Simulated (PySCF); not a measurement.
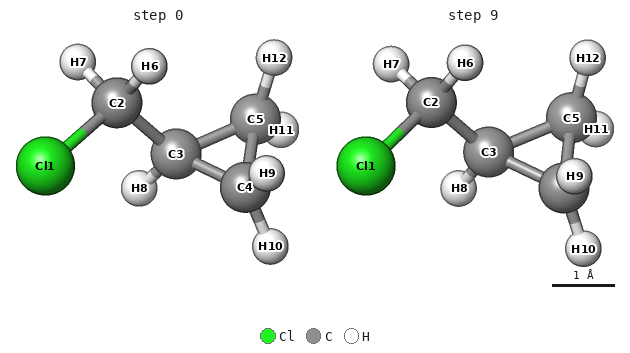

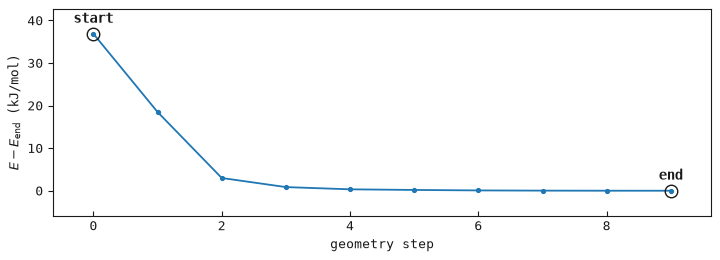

First and last geometry of a relaxation of C4H7Cl, with the history of the run. The picture is a ball-and-stick view, seen at a tilt.

The start comes from MMFF94s. Its atoms were then displaced at random by about 0.03 Å.

Level of theory: PBE0-D3(BJ)/def2-SVP geometry optimisation, gas phase in PySCF 2.14.0, density-fitted response routines. 

> What do the curves and the structures tell?

It converged. Over 9 geometry steps the energy falls by 36.9 kJ/mol. Cl1 moves most after the best rigid fit: 0.16 Å. By element the largest moves are Cl 0.16 Å, H 0.13 Å, C 0.08 Å. Some distances before and after: C3–C4 1.433 → 1.497 Å, C2–C3 1.541 → 1.495 Å, C5–H12 1.137 → 1.094 Å, C3–C5 1.465 → 1.504 Å. Among the angles between lasting bonds that change: C3–C4–H9 127.9° → 117.4°, C5–C4–H10 110.5° → 118.7°, C2–C3–H8 106.5° → 114.2°. The run took 34 s on 1 thread of Intel(R) Xeon(R) Platinum 8375C CPU @ 2.90GHz, on a shared host.

| step | E − E(0), kJ/mol |
| --- | --- |
| 0 | 0.00 |
| 1 | -18.37 |
| 2 | -33.86 |
| 3 | -36.00 |
| 4 | -36.52 |
| 5 | -36.67 |
| 6 | -36.78 |
| 7 | -36.83 |
| 8 | -36.85 |
| 9 | -36.85 |
